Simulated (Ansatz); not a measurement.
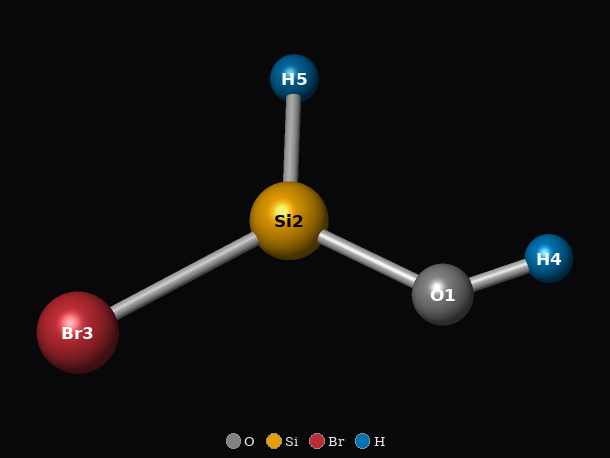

State: charge +1, singlet. The geometry was computed by an optimisation with PBE0-D4/def2-TZVP. No frequency run is at hand to confirm it as a minimum.

> How are the neighbours of atom 1 arranged?

O1 has 2 neighbours (Si2 at 1.57, H4 at 0.97 Å); the arrangement is bent.

> Describe the coordination of atom 2.

Si2 has 3 neighbours (O1 at 1.57, Br3 at 2.09, H5 at 1.47 Å); the arrangement is trigonal planar.
